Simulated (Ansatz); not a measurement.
# CH7NSn (SMILES C[NH][SnH3]) at SVWN5/def2-SVP (core potential)

What is the energy change on altering one bond length of CH7NSn at SVWN5/def2-SVP (core potential)? 

The calculation is run with Ansatz 0.2.0.

74 further runs of the same task are left out: 74 set aside as unsound or not needed.

## (1) Starting point

CH7NSn has 10 atoms, charge 0, and is taken as a singlet. As SMILES, `C[NH][SnH3]`. The shape is that of a PBE0-D4/def2-TZVP optimisation.

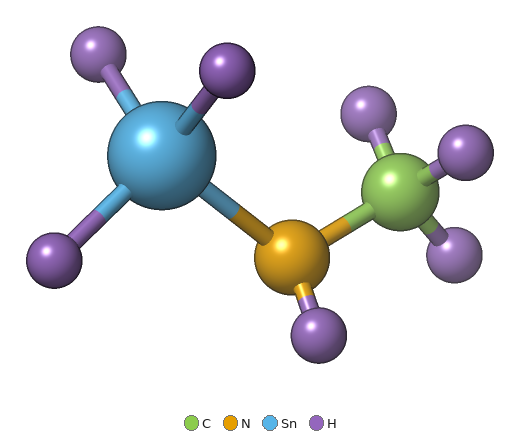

Viewed from a chosen angle; carbon green, nitrogen amber, tin blue, hydrogen purple.

## (2) A single-point energy at SVWN5/def2-SVP (core potential)

Input file run.yaml:

```yaml
crystal:
  periodic: [false, false, false]
  atoms:
    - {symbol: C, position_ang: [-0.898400, 0.758000, -0.879200]}
    - {symbol: "N", position_ang: [-0.343000, -0.532900, -0.516500]}
    - {symbol: Sn, position_ang: [0.897300, -0.629400, 1.085100]}
    - {symbol: H, position_ang: [-1.664200, 0.637600, -1.652700]}
    - {symbol: H, position_ang: [-1.396800, 1.201100, -0.011700]}
    - {symbol: H, position_ang: [-0.168200, 1.494600, -1.247500]}
    - {symbol: H, position_ang: [0.037300, -1.004000, -1.326200]}
    - {symbol: H, position_ang: [1.451700, -2.239000, 1.169900]}
    - {symbol: H, position_ang: [-0.052600, -0.195500, 2.433700]}
    - {symbol: H, position_ang: [2.220200, 0.458400, 0.948000]}
basis:
  gaussian:
    orbitals: def2-SVP
hamiltonian:
  xc: {name: SVWN5}
accuracy: high
output: {orbitals: {seedname: orbitals}}
```

The run is started by

```bash
ansatz run run.yaml --threads 1 --pin off --max-ram 3480MiB --events-out events.jsonl --progress --plain --runs-dir runs
```

The log of the run:

```text
Warning: RAYON_NUM_THREADS=1 ignored (pool sized by the plan → 1); use --threads N
Functional definition: SVWN5
  name "SVWN5"
  exchange = slater_x
  correlation = vwn5_c
2266 factors; integrals over basis functions are off by at most 3.0e-9 eV
mean field evaluation 1: about -8426.4604 eV, gradient 6.6e1 eV
mean field evaluation 2: about -8338.6355 eV, gradient 1.6e2 eV
mean field evaluation 4: about -8436.4073 eV, gradient 1.3e1 eV
mean field evaluation 8: about -8436.7953 eV, gradient 6.0e-1 eV
mean field evaluation 16: about -8436.7964 eV, gradient 8.1e-5 eV
mean field -8436.79642135 eV, -310.0465498186 hartree, gradient 4.6e-8 eV, S^2 0.000000; 0 other end points of the search recorded, 0 dependent functions left out
reference -8436.79642531 eV, -310.0465499641 hartree; 21, 21 occupied and 68, 68 virtual orbitals, 2266 factors
Total energy: -8436.79642531 eV, -310.0465499641 hartree
```

It took 5.1 s on 1 thread of Arm Neoverse V2, shared host; peak memory 0.24 GiB.

## (3) The distorted shape, same level

Input file molecule.yaml:

```yaml
crystal:
  periodic: [false, false, false]
  atoms:
    - {symbol: C, position_ang: [-2.485870, -0.547352, -0.714681]}
    - {symbol: N, position_ang: [-1.930470, -1.838252, -0.351981]}
    - {symbol: Sn, position_ang: [-0.690170, -1.934752, 1.249619]}
    - {symbol: H, position_ang: [-3.251670, -0.667752, -1.488181]}
    - {symbol: H, position_ang: [-2.984270, -0.104252, 0.152819]}
    - {symbol: H, position_ang: [-1.755670, 0.189248, -1.082981]}
    - {symbol: H, position_ang: [-1.550170, -2.309352, -1.161681]}
    - {symbol: H, position_ang: [-0.135770, -3.544352, 1.334419]}
    - {symbol: H, position_ang: [-1.640070, -1.500852, 2.598219]}
    - {symbol: H, position_ang: [2.220200, 0.458400, 0.948000]}
basis:
  gaussian: {orbitals: def2-SVP}
hamiltonian: {xc: {name: SVWN5}}
accuracy: high
output: {orbitals: {seedname: orbitals}}
```

The run is started by

```bash
ansatz run molecule.yaml --threads 1 --pin off --max-ram 3480MiB --events-out events.jsonl --progress --plain --runs-dir runs
```

The log of the run:

```text
Warning: RAYON_NUM_THREADS=1 ignored (pool sized by the plan → 1); use --threads N
[... 4 set-up lines as earlier in the session ...]
2224 factors; integrals over basis functions are off by at most 8.8e-9 eV
mean field evaluation 1: about -8422.5194 eV, gradient 6.7e1 eV
mean field evaluation 2: about -8343.9393 eV, gradient 1.6e2 eV
mean field evaluation 4: about -8427.2954 eV, gradient 2.8e1 eV
mean field evaluation 8: about -8429.8984 eV, gradient 1.9e1 eV
mean field evaluation 16: about -8433.3587 eV, gradient 2.4e-2 eV
mean field -8433.35869288 eV, -309.9202156274 hartree, gradient 2.2e-8 eV, S^2 0.000000; 0 other end points of the search recorded, 0 dependent functions left out
reference -8433.35869708 eV, -309.9202157820 hartree; 21, 21 occupied and 68, 68 virtual orbitals, 2224 factors
Total energy: -8433.35869708 eV, -309.9202157820 hartree
```

Wall time 5.1 s (1 thread of Arm Neoverse V2, shared host); peak memory 0.24 GiB.

## (4) Summary of results

Level: SVWN5/def2-SVP (core potential).

| quantity | value |
| --- | --- |
| first shape: total energy | -310.04655 Eh |
| first shape: HOMO energy | -4.97 eV |
| first shape: LUMO energy | -0.65 eV |
| first shape: HOMO–LUMO gap | 4.32 eV |
| distorted shape: total energy | -309.92022 Eh |
| distorted shape: HOMO energy | -4.90 eV |
| distorted shape: LUMO energy | -4.07 eV |
| distorted shape: HOMO–LUMO gap | 0.83 eV |
| energy change with the Sn3–H10 bond stretched from 1.718 to 3.780 Å | 3.438 eV |

**Reading.** One bond (distorted shape) is far stretched, which a spin-restricted single reference describes badly; a broken-symmetry solution may lie lower. With the Sn3–H10 bond stretched from 1.718 to 3.780 Å the energy rises by 3.44 eV (79 kcal/mol). The first shape isn't relaxed at this level, so the change isn't measured from a minimum. A restricted reference can't describe the breaking bond well at this length.
